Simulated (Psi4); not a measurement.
# CH3In (SMILES C[In]): B2PLYP/def2-SVPD (core potential, density fitting for correlation)

Aim: the vertical electron affinity of CH3In at B2PLYP/def2-SVPD (core potential, density fitting for correlation), from 2 runs. 

The results are computed with Psi4 1.11.

7 further runs of the same task are left out: 7 that didn't finish.

## (1) The molecule

The species is CH3In (5 atoms), meant as a singlet with charge 0. As SMILES, `C[In]`. Geometry: relaxed at PBE0-D4/def2-TZVP.

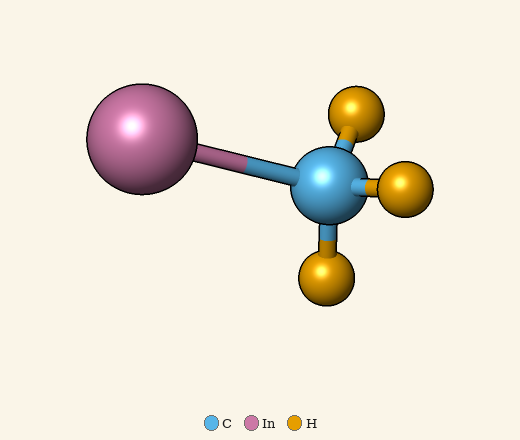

Viewed from a chosen angle; carbon blue, indium pink, hydrogen amber.

## (2) A single-point energy at B2PLYP/def2-SVPD (core potential, density fitting for correlation)

ch3in.xyz

```xyz
5
CH3In
C     -0.182770     0.073150    -0.070580
In     1.772750    -0.709460     0.684610
H     -0.972960    -0.040920     0.680150
H     -0.502560    -0.460530    -0.972760
H     -0.114460     1.137770    -0.321410
```

run_ase.py

```python
import numpy as np
from ase.calculators.psi4 import Psi4
from ase.io import read

a = read('ch3in.xyz')
calc = Psi4(atoms=a, method='b2plyp', basis='def2-SVPD', memory='2200MB', num_threads=1, charge=0, multiplicity=1, label='ch3in')
calc.psi4.set_options({'puream': True, 'e_convergence': 1e-09, 'd_convergence': 1e-08, 'scf_type': 'pk', 'dft_radial_points': 99, 'dft_spherical_points': 590, 'num_frozen_docc': 5})
a.calc = calc

print(f'energy: {a.get_potential_energy():.6f} eV')
```

The run is started by

```sh
$ python run_ase.py
```

ch3in.dat:

```text
[...]
    !!!  WARNING: ECP capability is in beta. Please check occupations closely.  !!!
[...]
  Running in c1 symmetry.
[...]
  Nuclear repulsion =   51.184425989980873
[...]
  Multiplicity = 1
[...]
  Nalpha       = 15
  Nbeta        = 15
[...]
    Number of basis functions: 76
[...]
   @RKS iter   1:  -229.33107648506225   -8.67556e-01   9.11014e-03 ADIIS/DIIS
[...]
   @RKS iter  10:  -229.60332605063604   -6.36646e-12   5.27419e-09 DIIS
[...]
    Orbital Energies [Eh]
    ---------------------
    Doubly Occupied:
       1A    -10.580850     2A     -4.946931     3A     -3.290530
       4A     -3.290530     5A     -3.279088     6A     -0.854440
       7A     -0.854440     8A     -0.848249     9A     -0.843845
      10A     -0.843845    11A     -0.741587    12A     -0.435098
      13A     -0.435097    14A     -0.390592    15A     -0.225718
[...]
  @RKS Final Energy:  -229.60332605063604
   => Energetics <=
    Nuclear Repulsion Energy =             51.1844259899808733
    One-Electron Energy =                -489.9329652883822632
    Two-Electron Energy =                 220.3215555666566559
    DFT Exchange-Correlation Energy =     -11.1763423188912974
    Empirical Dispersion Energy =           0.0000000000000000
    VV10 Nonlocal Energy =                  0.0000000000000000
    Total Energy =                       -229.6033260506360421
[...]
 Multipole Moments:
 ------------------------------------------------------------------------------------
     Multipole            Electronic (a.u.)      Nuclear  (a.u.)        Total (a.u.)
 ------------------------------------------------------------------------------------
 L = 1.  Multiply by 2.5417464519 to convert [e a0] to [Debye]
 Dipole X            :         21.9884841          -21.9500307            0.0384534
 Dipole Y            :         -8.7998947            8.7845070           -0.0153878
 Dipole Z            :          8.4916002           -8.4767504            0.0148498
 Magnitude           :                                                    0.0439996
[...]
```

Standard output:

```text
energy: -6249.942920 eV
```

Wall time 17 s (1 thread of Intel Xeon at 2.50GHz (Skylake/Cascade Lake), shared host); peak memory 0.89 GiB.

## (3) The doublet anion at the same level

ch3in.xyz is that of step 2.

ch3in.py

```python
import psi4

psi4.set_memory(2200000000)
psi4.set_num_threads(1)
psi4.set_output_file('run.log', False)

with open('ch3in.xyz') as f:
    atoms = ''.join(f.readlines()[2:])
mol = psi4.geometry('-1 2\n' + atoms + 'symmetry c1')

options = {'reference': 'uks', 'puream': True, 'e_convergence': 1e-09, 'd_convergence': 1e-08, 'scf_type': 'pk', 'dft_radial_points': 99, 'dft_spherical_points': 590, 'num_frozen_docc': 5, 'maxiter': 100}
psi4.set_options(options)

e = psi4.energy("b2plyp/def2-SVPD")
print(f'total energy {e:.8f} hartree = {e * 27.211386:.5f} eV')
for k, v in sorted(psi4.core.scalar_variables().items()):
    print(f'{k:45s} {v:18.10f}')
```

The run is started by

```sh
$ python ch3in.py
```

run.log:

```text
[...]
    !!!  WARNING: ECP capability is in beta. Please check occupations closely.  !!!
[...]
  Running in c1 symmetry.
[...]
  Nuclear repulsion =   51.184425989980873
[...]
  Multiplicity = 2
[...]
  Nalpha       = 16
  Nbeta        = 15
[...]
    Number of basis functions: 76
[...]
   @UKS iter   1:  -229.20393872852944   -7.40419e-01   1.00555e-02 DIIS/ADIIS
[...]
   @UKS iter  54:  -229.59076484542624    7.07701e-12   6.92605e-09 DIIS
[...]
   @S^2 Observed:                7.582565287E-01
[...]
    Orbital Energies [Eh]
    ---------------------
    Alpha Occupied:
       1A    -10.413954     2A     -4.729662     3A     -3.074611
       4A     -3.068907     5A     -3.065052     6A     -0.639821
       7A     -0.633828     8A     -0.632049     9A     -0.631266
      10A     -0.625034    11A     -0.572450    12A     -0.272204
      13A     -0.271477    14A     -0.205401    15A     -0.043727
      16A      0.046572
    Alpha Virtual:
      17A      0.153045    18A      0.161868    19A      0.198542
      20A      0.223964    21A      0.225503    22A      0.236420
      23A      0.237658    24A      0.238125    25A      0.312265
[...]
  @UKS Final Energy:  -229.59076484542624
   => Energetics <=
    Nuclear Repulsion Energy =             51.1844259899808733
    One-Electron Energy =                -495.9072711869300178
    Two-Electron Energy =                 226.3847429397126518
    DFT Exchange-Correlation Energy =     -11.2526625881897431
    Empirical Dispersion Energy =           0.0000000000000000
    VV10 Nonlocal Energy =                  0.0000000000000000
    Total Energy =                       -229.5907648454262358
[...]
 Multipole Moments:
 ------------------------------------------------------------------------------------
     Multipole            Electronic (a.u.)      Nuclear  (a.u.)        Total (a.u.)
 ------------------------------------------------------------------------------------
 L = 1.  Multiply by 2.5417464519 to convert [e a0] to [Debye]
 Dipole X            :         21.6488244          -21.9500307           -0.3012063
 Dipole Y            :         -8.6875123            8.7845070            0.0969946
 Dipole Z            :          8.3325837           -8.4767504           -0.1441667
 Magnitude           :                                                    0.3477316
[...]
```

The script printed:

```text
total energy -229.67224695 hartree = -6249.70017 eV
B2PLYP DOUBLE-HYBRID CORRECTION ENERGY             -0.0814821035
B2PLYP TOTAL ENERGY                              -229.6722469489
CURRENT ENERGY                                   -229.6722469489
CURRENT REFERENCE ENERGY                         -229.5907648454
DD SOLVATION ENERGY                                 0.0000000000
DFT FUNCTIONAL TOTAL ENERGY                      -229.5907648454
DFT TOTAL ENERGY                                 -229.6722469489
DFT VV10 ENERGY                                     0.0000000000
DFT XC ENERGY                                     -11.2526625882
DOUBLE-HYBRID CORRECTION ENERGY                    -0.0814821035
GRID ELECTRONS ALPHA                               15.9999999900
GRID ELECTRONS BETA                                15.0000000304
GRID ELECTRONS TOTAL                               31.0000000205
NUCLEAR REPULSION ENERGY                           51.1844259900
ONE-ELECTRON ENERGY                              -495.9072711869
PCM POLARIZATION ENERGY                             0.0000000000
PE ENERGY                                           0.0000000000
SCF ITERATION ENERGY                             -229.5907648454
SCF ITERATIONS                                     54.0000000000
SCF TOTAL ENERGY                                 -229.5907648454
TWO-ELECTRON ENERGY                               226.3847429397
XC GRID RADIAL POINTS                              99.0000000000
XC GRID SPHERICAL POINTS                          590.0000000000
XC GRID TOTAL POINTS                           280115.0000000000
```

It took 93 s on 1 thread of Intel Xeon at 2.50GHz (Skylake/Cascade Lake), shared host; peak memory 0.88 GiB.

## (4) Outcome

At B2PLYP/def2-SVPD (core potential, density fitting for correlation), 5 core orbitals frozen:

| quantity | value |
| --- | --- |
| singlet CH3In: total energy | -229.68117 Eh |
| singlet CH3In: HOMO energy (SCF part's orbitals) | -6.14 eV |
| singlet CH3In: LUMO energy (SCF part's orbitals) | -0.58 eV |
| singlet CH3In: HOMO–LUMO gap (SCF part's orbitals) | 5.56 eV |
| doublet anion: total energy | -229.67225 Eh |
| doublet anion: HOMO energy (SCF part's orbitals) (highest over α and β) | 1.27 eV |
| doublet anion: LUMO energy (SCF part's orbitals) (lowest over α and β) | 4.16 eV |
| doublet anion: ⟨S²⟩ | 0.758 |
| vertical electron affinity (to the doublet anion) | -0.243 eV |

In words: The anion lies 0.24 eV (5.6 kcal/mol) above the neutral: the electron isn't bound at this level, and such a value depends on the basis. The HOMO (doublet anion) lies at positive energy, 1.27 eV; only total energies tell whether the electron is bound.
